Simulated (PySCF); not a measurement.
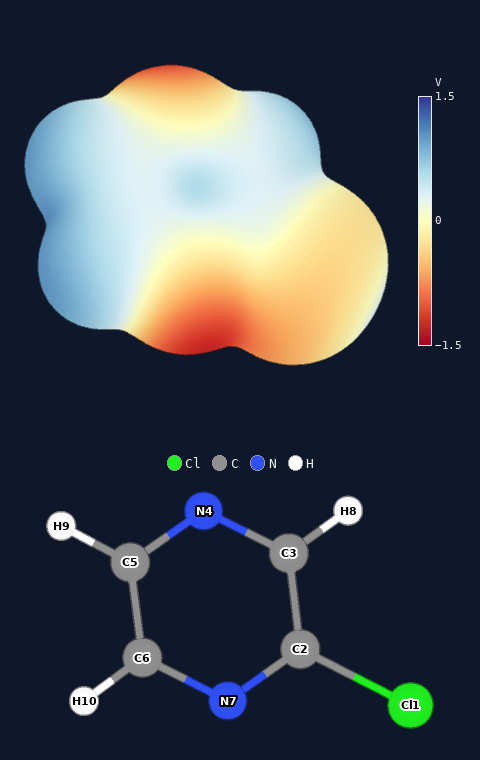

*C₄H₃ClN₂. The electrostatic potential painted on the density surface at 0.001 e/bohr³, seen at a tilt; the colour scale runs from red (negative) to blue (positive). The bare structure is drawn below in the same view.*

Geometry: GFN2-xTB.

Theory: B3LYP/pcSseg-1, SCF density, gas phase, non-relativistic in PySCF.

Input

```
{"job": {"kind": "nmr", "xc": "B3LYP", "basis": "pcSseg-1", "pop": false}, "charge": 0, "multiplicity": 1}
Cl     2.502760    -1.605267     0.011455
C      1.058470    -0.679461     0.000461
C      1.097133     0.715376     0.034992
N     -0.020980     1.413327     0.022375
C     -1.168470     0.749337    -0.021960
C     -1.196602    -0.637428    -0.051996
N     -0.078088    -1.346700    -0.041586
H      2.025694     1.265488     0.072879
H     -2.067755     1.347410    -0.032134
H     -2.116631    -1.203463    -0.084597
```

Run with:

```sh
OMP_NUM_THREADS=1 python ens_run.py task.json out
```

**Which sites attract a positive test charge, and which a negative one?**

A positive charge is drawn to the negative regions and a negative charge to the positive ones. The most negative region (about −1.2 V) lies over N7, the most positive (about +1.0 V) over C5, C6, H9 and H10. Cl1 shows a σ-hole: about +0.3 V at the tip opposite its bond, against about −0.3 V on its flanks. N7 is the likeliest acceptor of a hydrogen bond.
